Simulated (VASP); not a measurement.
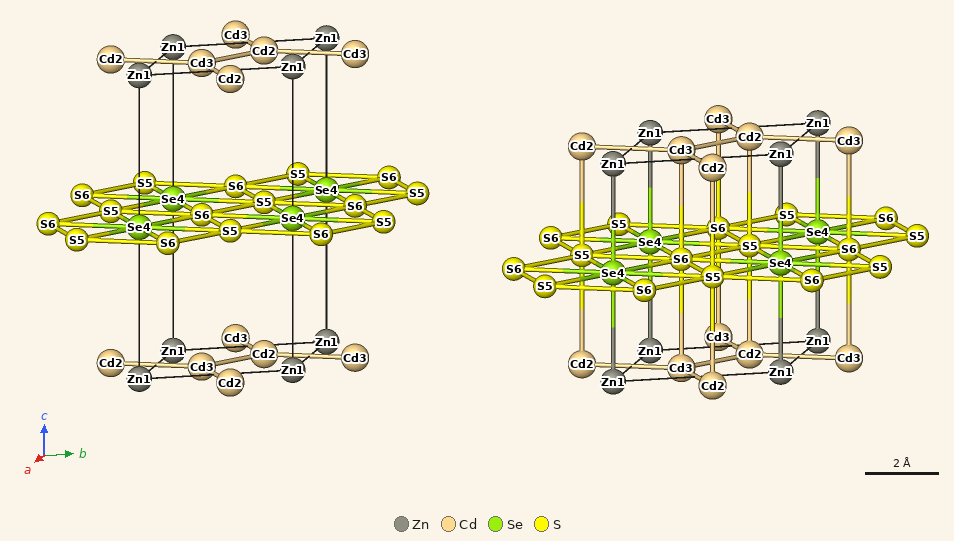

Two geometries of crystalline ZnCd2SeS2 (a generated structure, set up in P6/mmm), drawn at one scale. One is the start of a relaxation, the other its converged end. The picture is a ball-and-stick view of the cell of the calculation, seen slightly off an axis.

These are results of VASP 6.6.1, Kohn-Sham DFT of a periodic cell, PBE, VASP PAW PBE potentials, recommended, not measurements. Set-up: plane-wave cutoff 520 eV; k-point mesh 4 × 4 × 2; occupations gaussian; smearing width 0.15 eV; no spin polarisation.

Which geometry has the lower energy?

Answer. The right one is the relaxed one. The run lets cell and atoms move. After 13 geometry steps the energy has fallen by 2.211 eV per cell of the calculation. All forces vanish by symmetry, so only the cell relaxes. Pressure: 11.06 GPa at the start and −0.12 GPa at the end. No atom moves by more than 0.005 Å relative to the cell. The drawn cell changes as follows: a = b 4.445 → 4.859 Å (+9.3 %), c 8.517 → 6.110 Å (−28.3 %); the volume changes by −14.3 %. Near-neighbour distances that change, for instance: Zn1–Se4 4.259 → 3.055 Å, Cd2–S5 4.259 → 3.055 Å, S5–S6 2.566 → 2.805 Å, Cd2–Cd3 2.566 → 2.805 Å. The space group stays P6/mmm (No. 191). The volume changes by over a tenth within one run on a fixed set of plane waves, so the end point should be relaxed again from the new cell.

Limits of the set-up: layers or molecules are held without a dispersion correction, so their spacing is unreliable.
